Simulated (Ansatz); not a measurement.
# BClFOSi (SMILES [O-]/B=[Si](/F)Cl) (charge −1): what the fields show

```xyz
5

B    -0.3817   -2.0219    0.8557
Cl    2.2939   -0.4666    0.1795
F     1.5124   -3.1964   -0.9046
O    -1.5523   -1.8085    1.1217
Si    1.6336   -2.5812    0.6922
```

Geometry: B3LYP-D3(BJ)/def2-SVPD.

Computed with Ansatz, isolated molecule in a Gaussian basis; Kohn-Sham density functional theory, functional PBE0.

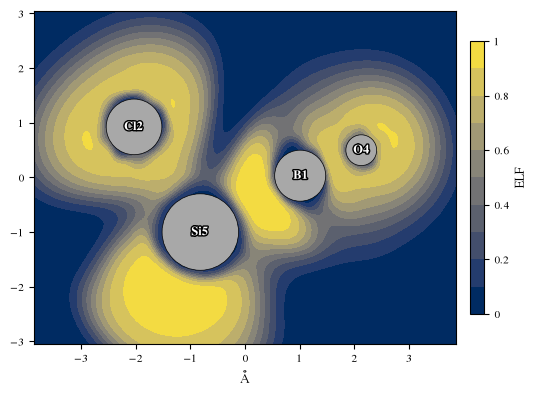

Figure 1. Electron localisation function on the plane of atoms B1, Si5 and Cl2. Grey discs cover the atomic cores.

**Describe what can be read from this map.**

Atoms in the plane: B, Cl, O and Si.
B–O (1.22 Å): the ELF peaks at about 0.85 between the atoms (a short, strongly polar bond).
Si–B (2.10 Å): the ELF peaks at about 1 between the atoms, as expected for a shared electron pair.
Si–Cl (2.27 Å): the ELF peaks at about 0.85 between the atoms, as expected for a polar covalent bond.
The ELF also peaks beside Si5, Cl2 and O4, away from the bonds: lone-pair regions.

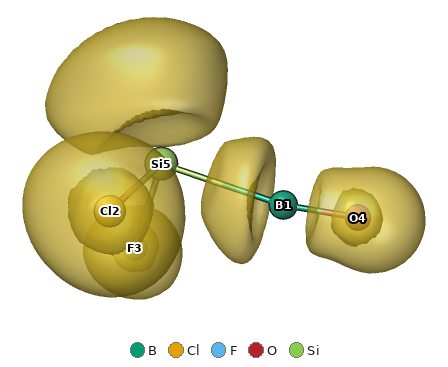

Figure 2. Isosurface of the electron localisation function at 0.75 (yellow), seen from one side. Only the valence region is drawn (cores and ρ < 0.01 e/Å³ removed).

**Where are the electrons localised?**

At this value the surface marks out one region between bonded B–Si atoms (shared pairs), one region on Cl in which the atom's valence shell and bonds are merged, one region on O in which the atom's valence shell and bonds are merged, one lobe on Si, pointing away from the bonds (lone pairs) and one region wrapped around F (its lone pairs, merged into a ring or cap). Along the contacts the grid gives the following. Si–F (1.72 Å): the ELF peaks at about 0.85 in the valence shell of F, 0.6 Å from its nucleus, and is about 0.50 at the midpoint.

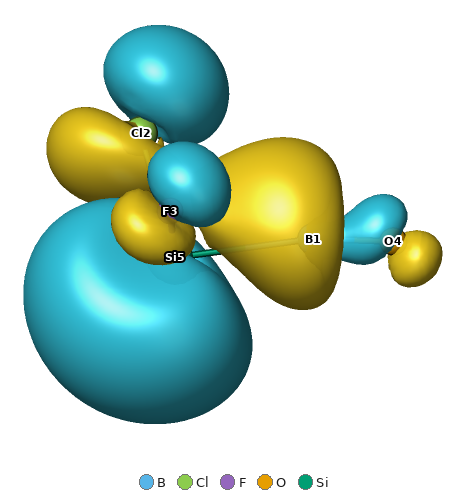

Figure 3. The HOMO at ±0.06 Å⁻³ᐟ² (yellow and cyan are the two phases), seen at an oblique angle.

**Where does this orbital lie, and at what energy?**

By Hirshfeld shares it lies mainly on Si5 (about 65 %), Cl2 (about 15 %), B1 (about 15 %) and F3 (about 5 %). Its energy is −1.61 eV.
